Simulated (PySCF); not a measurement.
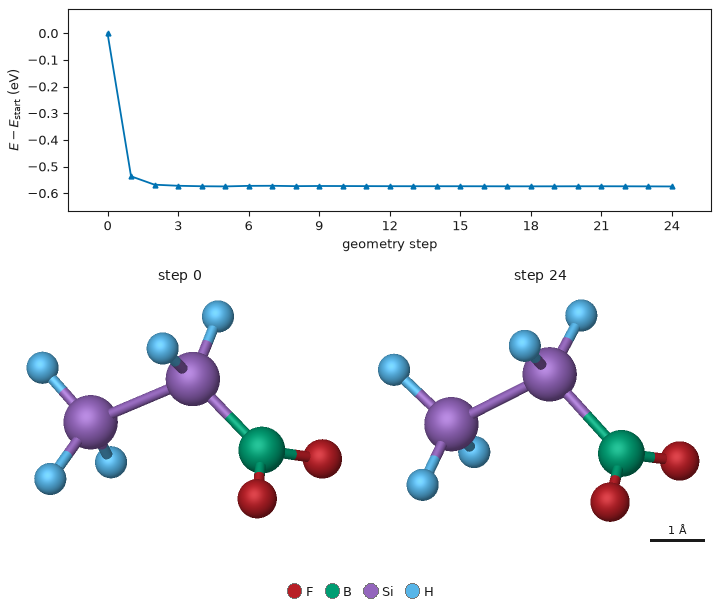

First and last geometry of a relaxation of BSi₂H₅F₂, with the history of the run. The picture is a ball-and-stick view, seen at a tilt.

The start comes from GFN2-xTB. Its atoms were then displaced at random by about 0.03 Å.

Method: PySCF 2.14.0, density-fitted response routines, PBE0-D3(BJ)/def2-SVP geometry optimisation, gas phase. 

> Read the history and describe the run.

It converged. Over 24 geometry steps the energy falls by 0.575 eV. An H atom moves most after the best rigid fit: 0.26 Å. By element the largest moves are H 0.26 Å, F 0.15 Å, Si 0.13 Å, B 0.06 Å. Among the contacts that change: B–Si 1.870 → 2.026 Å, B–F 1.423 → 1.319 Å, H–Si 1.400 → 1.494 Å, Si–Si 2.404 → 2.349 Å. Bond angles that change, for instance: H–Si–H 101.1° → 108.7°, B–Si–H 115.7° → 109.4°, H–Si–H 104.4° → 109.9°.

```tsv
step	E − E(0), eV
0	0.0000
1	-0.5364
2	-0.5679
3	-0.5719
4	-0.5737
5	-0.5744
6	-0.5723
7	-0.5720
8	-0.5733
9	-0.5728
10	-0.5730
11	-0.5732
12	-0.5735
13	-0.5736
14	-0.5737
15	-0.5737
16	-0.5738
17	-0.5739
18	-0.5741
19	-0.5740
20	-0.5738
21	-0.5738
22	-0.5739
23	-0.5742
24	-0.5745
```
